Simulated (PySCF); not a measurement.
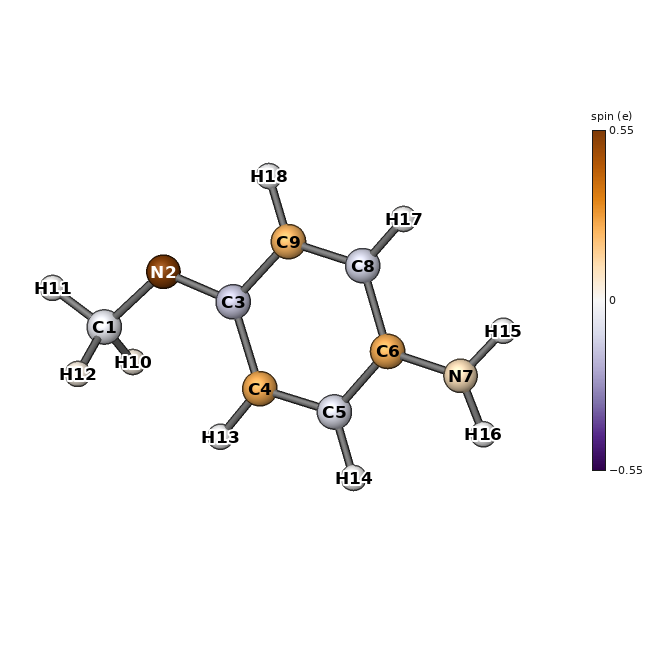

Atoms are coloured by their Mulliken spin populations. State: neutral, doublet. The geometry was computed by an optimisation with GFN2-xTB. No frequency run is at hand to confirm it as a minimum. Method: UKS B3LYP, pcH-1 on C H N, non-relativistic (PySCF 2.14.0).

Give the Mulliken spin populations atom by atom.

```json
{"atom": "C1", "value (e)": "−0.04"}
{"atom": "N2", "value (e)": "0.53"}
{"atom": "C3", "value (e)": "−0.14"}
{"atom": "C4", "value (e)": "0.24"}
{"atom": "C5", "value (e)": "−0.09"}
{"atom": "C6", "value (e)": "0.24"}
{"atom": "N7", "value (e)": "0.10"}
{"atom": "C8", "value (e)": "−0.11"}
{"atom": "C9", "value (e)": "0.22"}
{"atom": "H10", "value (e)": "0.04"}
{"atom": "H11", "value (e)": "0.00"}
{"atom": "H12", "value (e)": "0.04"}
{"atom": "H13", "value (e)": "−0.01"}
{"atom": "H14", "value (e)": "0.00"}
{"atom": "H15", "value (e)": "0.00"}
{"atom": "H16", "value (e)": "0.00"}
{"atom": "H17", "value (e)": "0.00"}
{"atom": "H18", "value (e)": "−0.01"}
```

Mulliken values depend strongly on the basis set.
